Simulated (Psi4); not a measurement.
# Field calculation, with input and output: C2H2NO (part 1 of 2)

System: C2H2NO, multiplicity 2.
Method: SCS-OMP2/6-31G**, UHF, DKH3, in an applied electric field (Psi4 1.11).

The geometry comes from this level: GFN2-xTB.

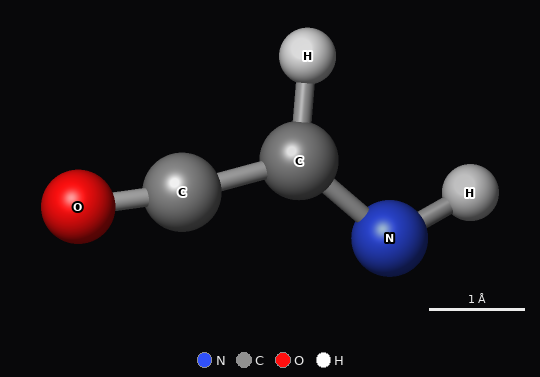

Figure 1. The structure as given in the input (ball-and-stick view, seen at a tilt).

## Input (calc.in)
```
memory 1600 mb

molecule geom {
  0 2
  N
  C 1 R2
  C 2 R3 1 A3
  O 3 R4 1 A4 2 D4
  H 1 R5 2 A5 3 D5
  H 2 R6 1 A6 5 D6

  R2 = 1.308894
  R3 = 1.340897
  A3 = 126.81283
  R4 = 1.162378
  A4 = 160.58308
  D4 = 179.67711
  R5 = 1.01531
  A5 = 112.83547
  D5 = 179.97031
  R6 = 1.102757
  A6 = 124.51517
  D6 = -0.0806
  symmetry c1
  no_reorient
  no_com
}

set {
  basis          6-31G**
  reference      uhf
  scf_type       df
  mp2_type       conv
  perturb_h      true
  perturb_with   dipole
  perturb_dipole [0.005, 0.0, 0.0]
  relativistic   dkh
  dkh_order      3
}

energy_value, wavefunction = energy('scs-omp2', return_wfn=True)
print_variables()
```

Machine: 1 thread of Intel Xeon (Granite Rapids), 128 GiB of memory available, shared host.

Launched with:
```bash
psi4 -i calc.in -o calc.out -n 1
```

## Output
```
Psi4 1.11 release

Relativistic analytic gradients are not implemented yet, re-routing to finite differences.

   => Loading Basis Set <=

    Name: 6-31G**
    Role: ORBITAL
    Keyword: BASIS

         ---------------------------------------------------------
                                   SCF
                              UHF Reference
                        1 Threads,   1525 MiB Core
         ---------------------------------------------------------

  ==> Geometry <==

    Molecular point group: c1
    Full point group: C1

    Geometry (in Angstrom), charge = 0, multiplicity = 2:

       Center              X                  Y                   Z               Mass
    ------------   -----------------  -----------------  -----------------  -----------------
         N            0.000616036715     0.743540664018    -1.592926091181    14.003074004430
         C            0.000616036715     0.743540664018    -0.284032091181    12.000000000000
         C            0.000616036715    -0.329977738537     0.519437263546    12.000000000000
         O           -0.001561622288    -1.171130872419     1.321671193298    15.994914619570
         H            0.000131150822     1.679273664030    -1.986953899431     1.007825032230
         H            0.001423410968     1.652185821498     0.340816952175     1.007825032230

  Running in c1 symmetry.

  Rotational constants: A =      2.51052  B =      0.15570  C =      0.14660 [cm^-1]
  Rotational constants: A =  75263.39855  B =   4667.67065  C =   4395.09763 [MHz]
  Nuclear repulsion =   96.174415649220251

  Charge       = 0
  Multiplicity = 2
  Electrons    = 29
  Nalpha       = 15
  Nbeta        = 14

  ==> Algorithm <==

  SCF Algorithm Type is DF.
  DIIS enabled.
  MOM disabled.
  Fractional occupation disabled.
  Guess Type is SAD.
  Energy threshold   = 1.00e-08
  Density threshold  = 1.00e-08
  Integral threshold = 1.00e-12

  ==> Primary Basis <==

  Basis Set: 6-31G**
    Blend: 6-31G**
    Number of shells: 30
    Number of basis functions: 70
    Number of Cartesian functions: 70
    Spherical Harmonics?: false
    Max angular momentum: 2

   => Loading Basis Set <=

    Name: (6-31G** AUX)
    Role: JKFIT
    Keyword: DF_BASIS_SCF

   => Loading Basis Set <=

    Name: (6-31G** AUX)
    Role: DECON
    Keyword: BASIS_RELATIVISTIC

  ==> Integral Setup <==

  DFHelper Memory: AOs need 0.016 GiB; user supplied 1.118 GiB.
  SCF_SUBTYPE=INCORE selected. In-core MEM_DF algorithm will be used.
  Using in-core AOs.

  ==> MemDFJK: Density-Fitted J/K Matrices <==

    J tasked:                   Yes
    K tasked:                   Yes
    wK tasked:                   No
    Memory [MiB]:              1144
    Algorithm:                 Core
    Schwarz Cutoff:           1E-12
    Mask sparsity (%):       2.1224
    Fitting Condition:        1E-10

   => Auxiliary Basis Set <=

  Basis Set: (6-31G** AUX)
    Blend: CC-PVDZ-JKFIT
    Number of shells: 114
    Number of basis functions: 374
    Number of Cartesian functions: 374
    Spherical Harmonics?: false
    Max angular momentum: 3

  Perturbing V by 0.005000 mu(x).
    Computing 3-order Douglas-Kroll-Hess integrals.
    Adding Douglas-Kroll-Hess corrections to the potential integrals.
  Minimum eigenvalue in the overlap matrix is 1.8651025082E-03.
  Reciprocal condition number of the overlap matrix is 2.8779164929E-04.
    Using symmetric orthogonalization.

  ==> Pre-Iterations <==

  SCF Guess: Superposition of Atomic Densities via on-the-fly atomic UHF (no occupation information).

   -------------------------
    Irrep   Nso     Nmo
   -------------------------
     A         70      70
   -------------------------
    Total      70      70
   -------------------------

  ==> Iterations <==

                           Total Energy        Delta E     RMS |[F,P]|

   @DF-UHF iter SAD:  -205.32085919608423   -2.05321e+02   0.00000e+00
   @DF-UHF iter   1:  -206.09981307219709   -7.78954e-01   7.18606e-03 DIIS/ADIIS
   @DF-UHF iter   2:  -206.17526950218837   -7.54564e-02   5.24700e-03 DIIS/ADIIS
   @DF-UHF iter   3:  -206.23052292407397   -5.52534e-02   9.51384e-04 DIIS/ADIIS
   @DF-UHF iter   4:  -206.23669674576101   -6.17382e-03   6.02059e-04 DIIS/ADIIS
   @DF-UHF iter   5:  -206.23985398908764   -3.15724e-03   4.10799e-04 DIIS/ADIIS
   @DF-UHF iter   6:  -206.24230396300217   -2.44997e-03   2.02142e-04 DIIS/ADIIS
   @DF-UHF iter   7:  -206.24303450313889   -7.30540e-04   6.42534e-05 DIIS
   @DF-UHF iter   8:  -206.24307082316793   -3.63200e-05   3.32679e-05 DIIS
   @DF-UHF iter   9:  -206.24308276369300   -1.19405e-05   1.92581e-05 DIIS
   @DF-UHF iter  10:  -206.24308841536526   -5.65167e-06   1.18324e-05 DIIS
   @DF-UHF iter  11:  -206.24309086594297   -2.45058e-06   8.48165e-06 DIIS
   @DF-UHF iter  12:  -206.24309277132252   -1.90538e-06   5.55024e-06 DIIS
   @DF-UHF iter  13:  -206.24309387376763   -1.10245e-06   2.44201e-06 DIIS
   @DF-UHF iter  14:  -206.24309403696222   -1.63195e-07   1.17601e-06 DIIS
   @DF-UHF iter  15:  -206.24309405800631   -2.10441e-08   5.18882e-07 DIIS
   @DF-UHF iter  16:  -206.24309406057148   -2.56517e-09   2.35500e-07 DIIS
   @DF-UHF iter  17:  -206.24309406108082   -5.09345e-10   1.29064e-07 DIIS
   @DF-UHF iter  18:  -206.24309406128245   -2.01624e-10   6.90812e-08 DIIS
   @DF-UHF iter  19:  -206.24309406136317   -8.07177e-11   3.55866e-08 DIIS
   @DF-UHF iter  20:  -206.24309406139025   -2.70859e-11   1.86111e-08 DIIS
   @DF-UHF iter  21:  -206.24309406139795   -7.70228e-12   1.01952e-08 DIIS
   @DF-UHF iter  22:  -206.24309406140028   -2.33058e-12   4.52564e-09 DIIS
  Energy and wave function converged.

  ==> Post-Iterations <==

   @Spin Contamination Metric:   1.094948145E-01
   @S^2 Expected:                7.500000000E-01
   @S^2 Observed:                8.594948145E-01
   @S   Expected:                5.000000000E-01
   @S   Observed:                5.000000000E-01

    Orbital Energies [Eh]
    ---------------------

    Alpha Occupied:

       1A    -20.671041     2A    -15.599283     3A    -11.395113
       4A    -11.299143     5A     -1.490160     6A     -1.246365
       7A     -1.019539     8A     -0.760680     9A     -0.714541
      10A     -0.686775    11A     -0.678790    12A     -0.593745
      13A     -0.549272    14A     -0.465915    15A     -0.326958

    Alpha Virtual:

      16A      0.114855    17A      0.231524    18A      0.249695
      19A      0.269763    20A      0.349767    21A      0.505249
      22A      0.557075    23A      0.695216    24A      0.723558
      25A      0.756834    26A      0.814282    27A      0.838093
      28A      0.943442    29A      0.965909    30A      0.984146
      31A      1.010364    32A      1.060997    33A      1.119081
      34A      1.179873    35A      1.241135    36A      1.282993
      37A      1.328362    38A      1.398966    39A      1.477932
      40A      1.571394    41A      1.605284    42A      1.742114
      43A      1.756692    44A      1.852509    45A      1.910714
      46A      1.927934    47A      2.051690    48A      2.197497
      49A      2.205930    50A      2.223014    51A      2.292620
      52A      2.361781    53A      2.509407    54A      2.585281
      55A      2.645658    56A      2.759613    57A      2.833419
      58A      2.972176    59A      2.988814    60A      3.116036
      61A      3.213309    62A      3.294786    63A      3.427398
      64A      3.508509    65A      3.717971    66A      3.913730
      67A      4.259098    68A      4.494189    69A      4.740965
      70A      5.117191

    Beta Occupied:

       1A    -20.662811     2A    -15.573157     3A    -11.384929
       4A    -11.308818     5A     -1.471742     6A     -1.197642
       7A     -0.974615     8A     -0.745530     9A     -0.708627
      10A     -0.666630    11A     -0.608193    12A     -0.589517
      13A     -0.435250    14A     -0.432221

    Beta Virtual:

      15A      0.114901    16A      0.129131    17A      0.253439
      18A      0.276651    19A      0.304234    20A      0.356046
      21A      0.508653    22A      0.555223    23A      0.717581
      24A      0.731187    25A      0.764101    26A      0.820144
      27A      0.833940    28A      0.958238    29A      0.989379
      30A      1.013653    31A      1.057376    32A      1.083919
      33A      1.132931    34A      1.199923    35A      1.276949
      36A      1.285934    37A      1.331472    38A      1.403677
      39A      1.502091    40A      1.603913    41A      1.617649
      42A      1.762265    43A      1.785860    44A      1.900316
      45A      1.914634    46A      1.931625    47A      2.066590
      48A      2.218740    49A      2.223339    50A      2.251570
      51A      2.290665    52A      2.380958    53A      2.503642
      54A      2.604067    55A      2.662779    56A      2.770587
      57A      2.832977    58A      2.989814    59A      3.008795
      60A      3.123832    61A      3.229819    62A      3.299645
      63A      3.430133    64A      3.511476    65A      3.723159
      66A      3.918818    67A      4.279648    68A      4.499685
      69A      4.737334    70A      5.124755

    Final Occupation by Irrep:
              A
    DOCC [    14 ]
    SOCC [     1 ]
    NA   [    15 ]
    NB   [    14 ]

  @DF-UHF Final Energy:  -206.24309406140028

   => Energetics <=

    Nuclear Repulsion Energy =             96.1744156492202507
    One-Electron Energy =                -470.5780163291456120
    Two-Electron Energy =                 168.1605066185250905
    Total Energy =                       -206.2430940614002850

  UHF NO Occupations:
  HONO-2 :   13  A 1.9982960
  HONO-1 :   14  A 1.9486960
  HONO-0 :   15  A 1.0000000
  LUNO+0 :   16  A 0.0513040
  LUNO+1 :   17  A 0.0017040
  LUNO+2 :   18  A 0.0009000
  LUNO+3 :   19  A 0.0007874

Computation Completed

Properties will be evaluated at   0.000000,   0.000000,   0.000000 [a0]

Properties computed using the SCF density matrix

 Multipole Moments:

 ------------------------------------------------------------------------------------
     Multipole            Electronic (a.u.)      Nuclear  (a.u.)        Total (a.u.)
 ------------------------------------------------------------------------------------

 L = 1.  Multiply by 2.5417464519 to convert [e a0] to [Debye]
 Dipole X            :         -0.0667679            0.0014481           -0.0653199
 Dipole Y            :         -2.0425105            3.1153547            1.0728442
 Dipole Z            :          1.6219103           -1.5322259            0.0896845
 Magnitude           :                                                    1.0785660

 ------------------------------------------------------------------------------------

	total time  =          1 seconds =       0.02 minutes
   => Loading Basis Set <=

    Name: (6-31G** AUX)
    Role: DECON
    Keyword: BASIS_RELATIVISTIC

 MINTS: Wrapper to libmints.

   Calculation information:
      Number of threads:                 1
      Number of atoms:                   6
      Number of AO shells:              30
      Number of SO shells:              30
      Number of primitives:             70
      Number of atomic orbitals:        70
      Number of basis functions:        70

      Number of irreps:                  1
      Integral cutoff                 1.00e-12
      Number of functions per irrep: [  70 ]

 OEINTS: Overlap, kinetic, potential, dipole, and quadrupole integrals
         stored in file 35.

      Computing two-electron integrals...done
      Computed 2521520 non-zero two-electron integrals.
        Stored in file 33.
```
